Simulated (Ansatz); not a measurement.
CH6AlISi

Input file:

```
crystal:
  periodic: [false, false, false]
  atoms:
    - { symbol: Si, position_ang: [-1.6444, 0.5246, -0.6826] }
    - { symbol: Al, position_ang: [-0.0771, -0.9061, 0.1845] }
    - { symbol: C, position_ang: [0.61615, -2.36127, -0.93506] }
    - { symbol: I, position_ang: [-0.96192, -3.72466, -1.57012] }
    - { symbol: H, position_ang: [-2.8837, -0.2001, -1.1096] }
    - { symbol: H, position_ang: [-2.0586, 1.5756, 0.328] }
    - { symbol: H, position_ang: [-1.1074, 1.2613, -1.8629] }
    - { symbol: H, position_ang: [0.42707, -0.76746, 1.66407] }
    - { symbol: H, position_ang: [1.16714, -1.95792, -1.86805] }
    - { symbol: H, position_ang: [1.39222, -2.97556, -0.36429] }
basis:
  gaussian: { orbitals: def2-SVP }
hamiltonian:
  xc: pbe
relax:
  f_tol: 0.015
  max_steps: 40
output:
  orbitals: {}
```

Launched as:

```sh
ansatz run input.yaml --threads 2 --pin off --max-ram 3072MiB --backend cpu --events-out ev --progress --plain --runs-dir out
```

The fields are those of the run's last geometry, not of the input's.

Core potentials replace the inner electrons of I.

Computed with RKS PBE/def2-SVP (Ansatz 0.2.0).

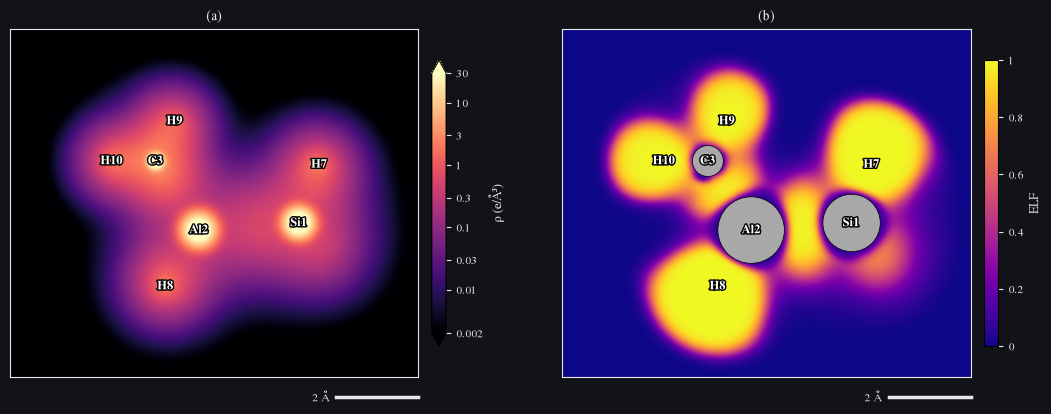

Figure 1. (a) electron density; (b) electron localisation function on the plane of atoms C3, Al2 and H8. Grey discs cover the atomic cores in the ELF map.

Read the bonding off the picture.

Answer. Atoms in the plane: Si, Al, C and H. C–Al (1.99 Å): ρ at the midpoint is about 0.67 e/Å³; the ELF peaks at about 0.95 between the atoms: a polar covalent bond. Al–Si (2.46 Å): ρ is about 0.49 e/Å³ halfway; the ELF peaks at about 1 between the atoms; localised, covalent bonding. C–H (1.11 Å): the density is about 1.9 e/Å³ at the midpoint; the ELF climbs to about 1 towards the hydrogen, as it does in any bond to H; a covalent bond by its length. Si–H (1.51 Å): ρ at the midpoint is about 0.72 e/Å³; the ELF climbs to about 1 towards the hydrogen. Al–H (1.60 Å): the density is about 0.51 e/Å³ at the midpoint; the ELF climbs to about 1 towards the hydrogen.

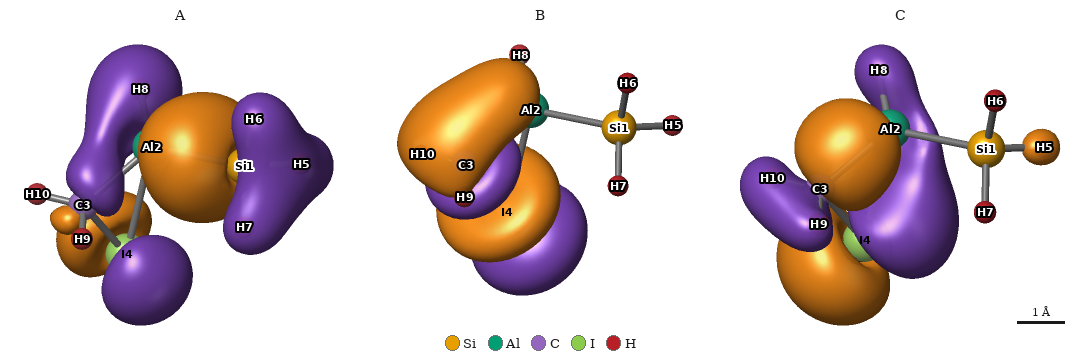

Figure 2. Three frontier orbitals at ±0.08 Å⁻³ᐟ² (orange and purple are the two phases), in no order.

Which picture is the HOMO−1, the HOMO and the LUMO?

Answer. C is the HOMO−1 (−6.67 eV). It lies mainly on I4 (about 55 %), C3 (about 25 %) and Al2 (about 15 %). A is the HOMO (−6.34 eV). It lies mainly on Si1 (about 35 %), Al2 (about 25 %), I4 (about 20 %) and H8 (about 10 %). B is the LUMO (−2.53 eV). Its weight (Hirshfeld) is mainly on I4 (about 45 %) and C3 (about 35 %).

What is the HOMO–LUMO gap?

Answer. 3.81 eV between the orbital energies.

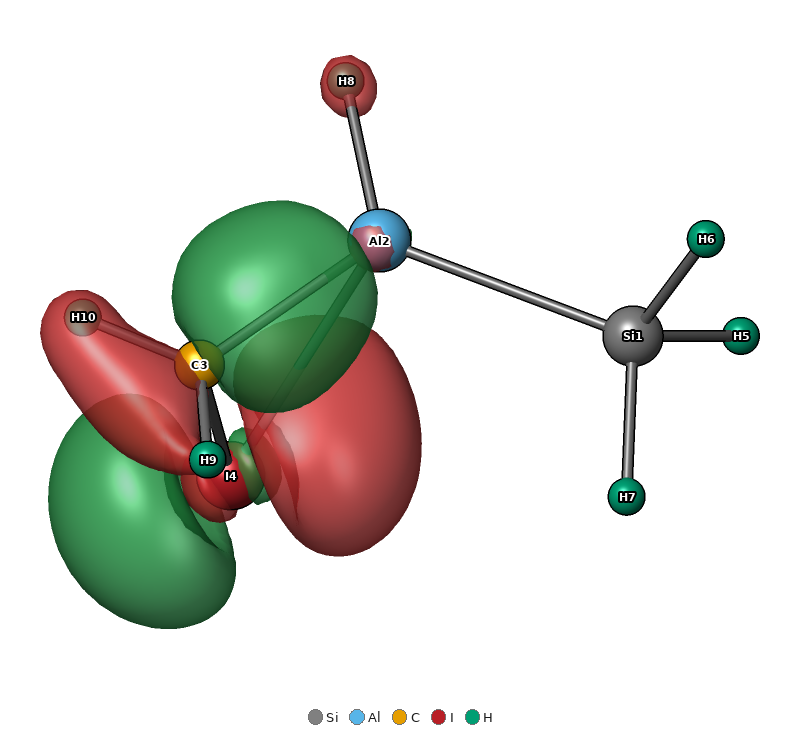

Figure 3. The HOMO−1 at ±0.15 Å⁻³ᐟ² (green and red are the two phases), seen at a tilt.

What is the character of this orbital?

Answer. By Hirshfeld shares it lies mainly on I4 (about 55 %), C3 (about 25 %) and Al2 (about 15 %). Its energy is −6.67 eV.
